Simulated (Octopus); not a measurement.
# A workflow on SiCNCl2F (SMILES N#C[Si](F)(Cl)Cl)

Aim: energy and forces (PBE), then energy and gradient (PBE), then energy and gradient (PBE), then energy and forces (PBE), then energy and forces (PBE) of SiCNCl2F. The setting varied is the box margin. 

The calculation is run with Octopus 16.4.

3 further runs of the same task are left out: 3 set aside as unsound or not needed.

## (1) The system as given

SiCNCl2F: 6 atoms, total charge 0, spin state singlet. As SMILES, `N#C[Si](F)(Cl)Cl`. Geometry: relaxed at PBE0-D4/def2-TZVP.

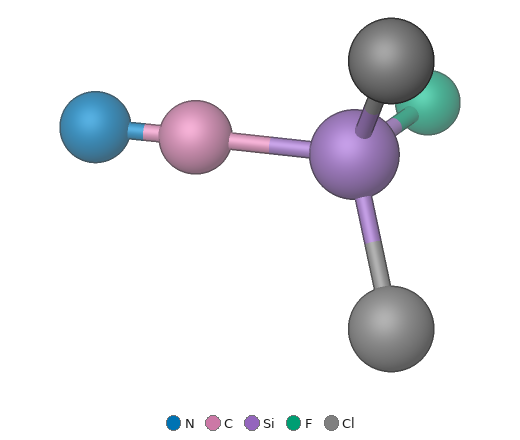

Viewed from a chosen angle; nitrogen blue, carbon pink, silicon purple, fluorine teal, chlorine grey.

## (2) Energy and forces at PBE (scalar, in the pseudopotentials, sg15 potentials, box margin 3.5 angstrom, extra states 0, grid spacing 0.17 angstrom, mix field default) (run 4)

Launch:

```bash
$ OMP_NUM_THREADS=1 octopus > gs.log
```

What it wrote:

```text
Version                : 16.4
[... 162 lines left out ...]
** Warning:
[... 13 lines left out ...]
** Warning:
[... 11 lines left out ...]
Converged eigenvectors: 0
#  State  Eigenvalue [eV]  Occupation    Error
[... 9 lines left out ...]
Converged eigenvectors: 0
#  State  Eigenvalue [eV]  Occupation    Error
[... 64 lines left out ...]
Converged eigenvectors: 0
#  State  Eigenvalue [eV]  Occupation    Error
[... 9 lines left out ...]
Converged eigenvectors: 0
#  State  Eigenvalue [eV]  Occupation    Error
[... 6 lines left out ...]
Info: SCF converged in   22 iterations
** Warning:
**   Some of the states are not fully converged!
[... 1 line left out ...]
Octopus emitted 3 warnings.
```

It took 70 s on 1 thread of Intel Xeon Platinum 8488C (Sapphire Rapids), shared host; peak memory 0.12 GiB.

## (3) Energy and forces at PBE (scalar, in the pseudopotentials, sg15 potentials, box margin 4 angstrom, extra states 0, grid spacing 0.170025 angstrom, mix field default) (run 5)

Launch:

```bash
$ OMP_NUM_THREADS=1 octopus > gs.log
```

What it wrote:

```text
Version                : 16.4
[... 171 lines left out ...]
** Warning:
[... 11 lines left out ...]
Converged eigenvectors: 0
#  State  Eigenvalue [eV]  Occupation    Error
[... 9 lines left out ...]
Converged eigenvectors: 0
#  State  Eigenvalue [eV]  Occupation    Error
[... 67 lines left out ...]
Converged eigenvectors: 0
#  State  Eigenvalue [eV]  Occupation    Error
[... 9 lines left out ...]
Converged eigenvectors: 0
#  State  Eigenvalue [eV]  Occupation    Error
[... 6 lines left out ...]
Info: SCF converged in   23 iterations
** Warning:
**   Some of the states are not fully converged!
[... 1 line left out ...]
Octopus emitted 2 warnings.
```

Wall time 72 s (1 thread of Intel Xeon Platinum 8488C (Sapphire Rapids), shared host); peak memory 0.15 GiB.

Runs 6 to 7 aren't shown in full; the table further down has their settings and results.

## (4) Energy and forces at PBE (scalar, in the pseudopotentials, sg15 potentials, box margin 7.00001 angstrom, extra states 0, grid spacing 0.170025 angstrom, mix field default) (run 8)

Launch:

```bash
$ OMP_NUM_THREADS=1 octopus > gs.log
```

What it wrote:

```text
Version                : 16.4
[... 171 lines left out ...]
** Warning:
[... 11 lines left out ...]
Converged eigenvectors: 0
#  State  Eigenvalue [eV]  Occupation    Error
[... 9 lines left out ...]
Converged eigenvectors: 0
#  State  Eigenvalue [eV]  Occupation    Error
[... 64 lines left out ...]
Converged eigenvectors: 0
#  State  Eigenvalue [eV]  Occupation    Error
[... 9 lines left out ...]
Converged eigenvectors: 0
#  State  Eigenvalue [eV]  Occupation    Error
[... 6 lines left out ...]
Info: SCF converged in   22 iterations
** Warning:
**   Some of the states are not fully converged!
[... 1 line left out ...]
Octopus emitted 2 warnings.
```

Wall time 5 min (1 thread of Intel Xeon Platinum 8488C (Sapphire Rapids), shared host); peak memory 0.44 GiB.

## (5) All runs side by side

```csv
run,level,box margin,grid spacing,energy (Eh),dipole moment (D),HOMO energy (eV),wall time
4,"PBE (scalar, in the pseudopotentials, sg15 potentials, box margin 3.5 angstrom, extra states 0, grid spacing 0.17 angstrom, mix field default)",3.5,0.17,-73.815750,2.41,-8.73,70 s
5,"PBE (scalar, in the pseudopotentials, sg15 potentials, box margin 4 angstrom, extra states 0, grid spacing 0.170025 angstrom, mix field default)",4,0.170025,-73.817839,2.39,-8.77,72 s
6,"PBE (scalar, in the pseudopotentials, sg15 potentials, box margin 5 angstrom, extra states 0, grid spacing 0.17 angstrom, mix field default)",5,0.17,-73.818252,2.39,-8.78,2.1 min
7,"PBE (scalar, in the pseudopotentials, sg15 potentials, box margin 6 angstrom, extra states 0, grid spacing 0.17 angstrom, mix field default)",6,0.17,-73.818269,2.39,-8.78,3.4 min
8,"PBE (scalar, in the pseudopotentials, sg15 potentials, box margin 7.00001 angstrom, extra states 0, grid spacing 0.170025 angstrom, mix field default)",7.00001,0.170025,-73.818314,2.39,-8.78,5 min
```

Convergence of the total energy of singlet SiCNCl2F with the box margin, against the last point:

```csv
box margin,from the last (mEh),wall time
3.5 Å,+2.564,70 s
4 Å,+0.475,72 s
5 Å,+0.062,2.1 min
6 Å,+0.045,3.4 min
7.00001 Å,+0.000,5 min
```

Convergence of the dipole moment of singlet SiCNCl2F with the box margin, against the last point:

```csv
box margin,from the last (D),wall time
3.5 Å,+0.0206,70 s
4 Å,+0.0058,72 s
5 Å,+0.0004,2.1 min
6 Å,+0.0000,3.4 min
7.00001 Å,+0.0000,5 min
```

## (6) Results

| quantity | value |
| --- | --- |
| run 8, PBE: total energy | -73.81831 Eh |
| run 8, PBE: dipole moment | 2.39 D |
| run 8, PBE: HOMO energy | -8.78 eV |

In words: For the total energy of singlet SiCNCl2F to stay within 2 mEh of the last point, 4 Å is the first point of the series from which all later ones do (72 s against 5 min). For the total energy of singlet SiCNCl2F to stay within 0.5 mEh of the last point, 4 Å is the first point of the series from which all later ones do (72 s against 5 min). For the dipole moment of singlet SiCNCl2F to stay within 0.02 D of the last point, 4 Å is the first point of the series from which all later ones do (72 s against 5 min). For the dipole moment of singlet SiCNCl2F to stay within 0.005 D of the last point, 5 Å is the first point of the series from which all later ones do (2.1 min against 5 min). Over the runs the total energy spans 0.070 eV. All runs together took 13 min, the longest 5 min.
